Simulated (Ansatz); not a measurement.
**ClH₄InN₂: reading failed and doubtful runs**

Aim: try 4 inputs for ClH₄InN₂ as typed, read how each ends, and find what has to change.

The runs use Ansatz 0.2.0, Gaussian basis; the settings change from run to run.

## 1. The relaxed structure

The structure was relaxed beforehand with PBE0-D4 in a triple-zeta def2 set. In takes a core potential in def2 sets; no spin-orbit term is included.

SMILES `[NH2][In]([NH2])[Cl]`, 8 atoms, charge 0, spin multiplicity 1.

Atoms are counted from 1 here; the program's logs count them from 0.

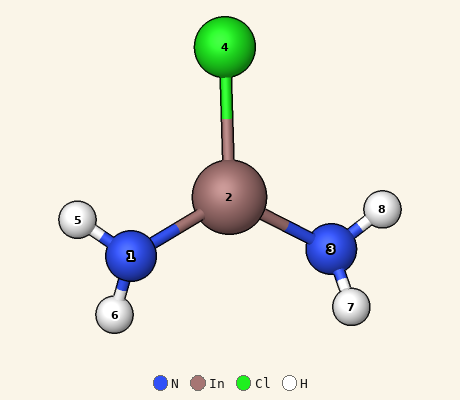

The structure; nitrogen blue, indium brown, chlorine green, hydrogen white; atoms are numbered from 1 in the order of the file.

## 2. Input 1

in.yaml reads:

```yaml
crystal:
  periodic: [false, false, false]
  atoms:
    - {symbol: N, position_ang: [-0.234467, 2.295009, -0.330481]}
    - {symbol: In, position_ang: [-0.345336, -0.213387, -0.359083]}
    - {symbol: N, position_ang: [0.916901, -1.873348, 1.039665]}
    - {symbol: Cl, position_ang: [-2.205900, -1.362952, -2.292311]}
    - {symbol: H, position_ang: [-1.253164, 2.870069, -0.807067]}
    - {symbol: H, position_ang: [0.066267, 2.835183, 0.770683]}
    - {symbol: H, position_ang: [2.061243, -1.520613, 1.440737]}
    - {symbol: H, position_ang: [0.994445, -3.029961, 0.537856]}
basis:
  gaussian: {orbitals: def2-TZVPP, fitting: {mean_field: cc-pVTZ-jkfit}}
hamiltonian: {xc: {name: B97M-V}}
accuracy: high
output: {forces: true}
```

Command:

```bash
$ ansatz run in.yaml --threads 4 --pin off --events-out ev --progress --plain --max-ram 10444MiB
```

Output:

```text
Functional definition: B97M-V
  name "B97M-V"
  cite "Mardirossian & Head-Gordon, J. Chem. Phys. 142, 074111 (2015) doi:10.1063/1.4907719"
  cite "Becke, J. Chem. Phys. 107, 8554 (1997) doi:10.1063/1.475007"
  cite "Vydrov & Van Voorhis, J. Chem. Phys. 133, 244103 (2010) doi:10.1063/1.3521275"
  # Of w^i u^j: cxij and so on, Table III.
  parameter cx00 = 1.000
  parameter cx01 = 1.308
  parameter cx02 = 1.901
  parameter cx10 = 0.416
  parameter cx11 = 3.070
  parameter css00 = 1.000
  parameter css02 = -1.855
  parameter css10 = -5.668
  parameter css32 = -20.497
  parameter css42 = -20.364
  parameter cos00 = 1.000
  parameter cos01 = 1.573
  parameter cos03 = -6.298
  parameter cos10 = 2.535
  parameter cos32 = -6.427
  parameter b = 6.0
  parameter c = 0.01
  gx(w, u) = cx00 + cx01*u + cx02*u^2 + (cx10 + cx11*u)*w
  gss(w, u) = css00 + css02*u^2 + css10*w + (css32*w^3 + css42*w^4)*u^2
  gos(w, u) = cos00 + cos01*u + cos03*u^3 + cos10*w + cos32*w^3*u^2
  exchange = spin_sum(e_x_unif_s*gx(b97_w, b97_u_x))
  correlation = spin_sum(e_c_pw_mod_same_spin*gss(b97_w, b97_u_same))
      + integral(e_c_pw_mod_opposite_spin*gos(b97_w_opposite, b97_u_opposite)) + vv10(b, c)
Error: <dir> the basis set cc-pVTZ-JKFIT has no functions for In
```

It took 0.1 s on 4 threads of Arm Neoverse V1, shared host.

What is wrong: Refused before any calculation. The fitting set named has no entry for an element of this molecule. Cure: leave the fitting key out, or name a set that covers all elements and suits the basis. Its coordinates are also moved off the relaxed structure.

## 3. Input 2

in.yaml reads:

```yaml
crystal:
  periodic: [false, false, false]
  atoms:
    - {symbol: N, position_ang: [-0.187574, 1.836007, -0.264385]}
    - {symbol: In, position_ang: [-0.276269, -0.170710, -0.287267]}
    - {symbol: N, position_ang: [0.733521, -1.498678, 0.831732]}
    - {symbol: Cl, position_ang: [-1.764720, -1.090362, -1.833848]}
    - {symbol: H, position_ang: [-1.002531, 2.296055, -0.645653]}
    - {symbol: H, position_ang: [0.053013, 2.268146, 0.616546]}
    - {symbol: H, position_ang: [1.648994, -1.216491, 1.152590]}
    - {symbol: H, position_ang: [0.795556, -2.423968, 0.430285]}
basis:
  gaussian: {orbitals: STO-3G}
hamiltonian: {xc: {name: HF}}
correlation: {method: mp2, frozen_orbitals: {N: 9}}
scf: {lower_state_search: off}
```

Same command.

Output:

```text
Functional definition: HF
  name "HF"
  cite "Fock, Z. Phys. 61, 126 (1930) doi:10.1007/BF01340294"
  parent pbe
  exchange = exact_x
  correlation = 0
these checks for a lower state are left out or cut short: stability, starts, cluster_reference, orbital_swaps, neighbouring_geometries, increment
Error: "frozen_orbitals" has no count for In
```

Run time: 0.05 s. Hardware: 4 threads of Arm Neoverse V1, shared host.

What is wrong: The program refused the input. Frozen orbitals are typed for one element alone, and the program wants a count for each. Fix: leave frozen_orbitals out, or give every element a count that its core really has.

## 4. Input 3

in.yaml reads:

```yaml
crystal:
  periodic: [false, false, false]
  atoms:
    - {symbol: N, position_ang: [-0.303486, 1.757547, -0.254880]}
    - {symbol: In, position_ang: [-0.078511, -0.200379, -0.264308]}
    - {symbol: N, position_ang: [0.629568, -1.617703, 0.991428]}
    - {symbol: Cl, position_ang: [-1.793475, -1.307136, -2.097867]}
    - {symbol: H, position_ang: [-0.887069, 2.311363, -0.585574]}
    - {symbol: H, position_ang: [0.312316, 2.158959, 0.578631]}
    - {symbol: H, position_ang: [1.625866, -1.473080, 1.352120]}
    - {symbol: H, position_ang: [0.701545, -2.702889, 0.496436]}
basis:
  gaussian: {orbitals: x2c-TZVPPall}
hamiltonian: {xc: {name: LC-wPBE}}
relax: {f_tol: 0.0001, max_steps: 2}
```

Same command.

Output:

```text
Functional definition: LC-wPBE
  name "LC-wPBE"
  cite "Vydrov & Scuseria, J. Chem. Phys. 125, 234109 (2006) doi:10.1063/1.2409292"
  cite "Heyd & Scuseria, J. Chem. Phys. 120, 7274 (2004) doi:10.1063/1.1668634"
  cite "Ernzerhof & Perdew, J. Chem. Phys. 109, 3313 (1998) doi:10.1063/1.476928"
  cite "Perdew, Burke & Ernzerhof, Phys. Rev. Lett. 77, 3865 (1996) doi:10.1103/PhysRevLett.77.3865"
  parent pbe
  parameter omega = 0.4/bohr
  exchange = pbe_x_sr(omega) + exact_x_lr(omega)
  correlation = pbe_c
1396 factors; their error is unknown
462 factors; integrals over basis functions are off by at most 2.2e-5 eV
mean field evaluation 1: about -175614.9971 eV, gradient 6.9e1 eV
mean field evaluation 2: about -175614.2759 eV, gradient 7.2e1 eV
mean field evaluation 4: about -175623.9670 eV, gradient 2.0e0 eV
mean field evaluation 8: about -175623.9558 eV, gradient 3.0e-1 eV
mean field evaluation 16: about -175623.9559 eV, gradient 5.3e-5 eV
mean field -175623.95587426 eV, -6454.0613361862 hartree, gradient 5.3e-5 eV, S^2 0.000000; 0 other end points of the search recorded, 0 dependent functions left out
the calculation of the forces begins
reference -175623.95587427 eV, -6454.0613361865 hartree; 42, 42 occupied and 178, 178 virtual orbitals, 1396 factors
relax step   1: F+E_penalty+E_count = -175623.95587426 eV  Δ(F+E_penalty+E_count) = +0.000e0 eV  max|allowed force component| = 9.414e0 eV/Å  Δτ_max = 0.0000 Å  (31 SCF iters, accepted)
these checks for a lower state are left out or cut short: starts, cluster_reference, orbital_swaps, neighbouring_geometries, increment
1396 factors; their error is unknown
462 factors; integrals over basis functions are off by at most 1.7e-5 eV
mean field -175626.01357541 eV, -6454.1369553088 hartree, gradient 2.1e-5 eV, S^2 0.000000; 0 other end points of the search recorded, 0 dependent functions left out
the calculation of the forces begins
reference -175626.01357542 eV, -6454.1369553090 hartree; 42, 42 occupied and 178, 178 virtual orbitals, 1396 factors
relax step   2: F+E_penalty+E_count = -175626.01357541 eV  Δ(F+E_penalty+E_count) = -2.058e0 eV  max|allowed force component| = 1.627e0 eV/Å  Δτ_max = 0.1987 Å  (42 SCF iters, accepted)
Error: geometry relaxation did not converge after 2 steps: max|allowed force component| = 1.63e0 eV/Å (threshold 1.0e-4). Raise `relax.max_steps` over both its present limit and 2, loosen `relax.f_tol`, or start from a geometry closer to equilibrium. Where this run's directory can be resumed (`checkpoint.write`), a resume goes on for up to `relax.max_steps` more
```

It took 9 s on 4 threads of Arm Neoverse V1, shared host; peak memory 0.49 GiB.

**Diagnosis.** The run did not converge. The relaxation is allowed too few steps for its threshold. The start was also shaken off the relaxed geometry, so there is far to go. Its coordinates are also moved off the relaxed structure. Fix: raise relax.max_steps.

## 5. Input 4

in.yaml reads:

```yaml
crystal:
  periodic: [false, false, false]
  atoms:
    - {symbol: N, position_ang: [-0.123463, 1.855383, -0.234039]}
    - {symbol: In, position_ang: [-0.342275, -0.271815, -0.231968]}
    - {symbol: N, position_ang: [0.746418, -1.523582, 0.790899]}
    - {symbol: Cl, position_ang: [-1.833559, -1.097799, -1.736952]}
    - {symbol: H, position_ang: [-0.922917, 2.349042, -0.544776]}
    - {symbol: H, position_ang: [1.661054, -1.040677, 1.045265]}
    - {symbol: H, position_ang: [1.611054, -1.090677, 1.045265]}
    - {symbol: H, position_ang: [0.830761, -2.436953, 0.445199]}
basis:
  gaussian: {orbitals: STO-3G, nuclear_model: gaussian}
magnetization: {spin_polarized: true, initial_magnetization: 2}
hamiltonian: {xc: {name: B3LYP}, dispersion: d3bj}
accuracy: high
```

Launched as before.

Output, shortened:

```text
Functional definition: B3LYP
  name "B3LYP"
  cite "Stephens, Devlin, Chabalowski & Frisch, J. Phys. Chem. 98, 11623 (1994) doi:10.1021/j100096a001"
  cite "Becke, Phys. Rev. A 38, 3098 (1988) doi:10.1103/PhysRevA.38.3098"
  cite "Lee, Yang & Parr, Phys. Rev. B 37, 785 (1988) doi:10.1103/PhysRevB.37.785"
  cite "Vosko, Wilk & Nusair, Can. J. Phys. 58, 1200 (1980) doi:10.1139/p80-159"
[...]
982 factors; integrals over basis functions are off by at most 5.4e-9 eV
[...]
mean field -169908.21118737 eV, -6244.0115932137 hartree, gradient 2.3e-8 eV, S^2 2.008242; 2 other end points of the search recorded, 0 dependent functions left out
reference -169908.21122277 eV, -6244.0115945149 hartree; 43, 41 occupied and 7, 9 virtual orbitals, 982 factors
Total energy: -169908.50501234 eV, -6244.0223910825 hartree
```

Wall time 3.1 s (4 threads of Arm Neoverse V1, shared host); peak memory 0.3 GiB.

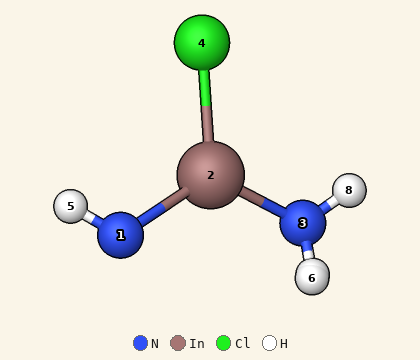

The geometry of this input.

What is wrong: The run converged, but a converged run isn't a right one. One atom was put on top of another. The shortest distance is 0.07 Å (H6–H7), against 1.01 Å in the relaxed molecule. It also asks for charge 0 and multiplicity 3, another species or state than the molecule above. Its coordinates are also moved off the relaxed structure. Its energy is no property of the relaxed molecule. Cure: restore the atom's position, and set charge and spin to those of the species named.

## 6. Summary

```
input                 level          ended                                                                                    cause    time
    1     B97M-V/def2-TZVPP        refused                       the fitting set named has no entry for an element of this molecule   0.1 s
    2            MP2/STO-3G        refused  frozen orbitals are typed for one element alone, and the program wants a count for each  0.05 s
    3  LC-wPBE/x2c-TZVPPall  not converged                                the relaxation is allowed too few steps for its threshold     9 s
    4          B3LYP/STO-3G      converged                                                       one atom was put on top of another   3.1 s
```

**Reading.** 2 refused, 1 not converged, 1 converged. A refusal costs next to no computing time. The dangerous case is the input that converges on a wrong geometry, charge, spin, basis or grid: often only a look at the input shows it.
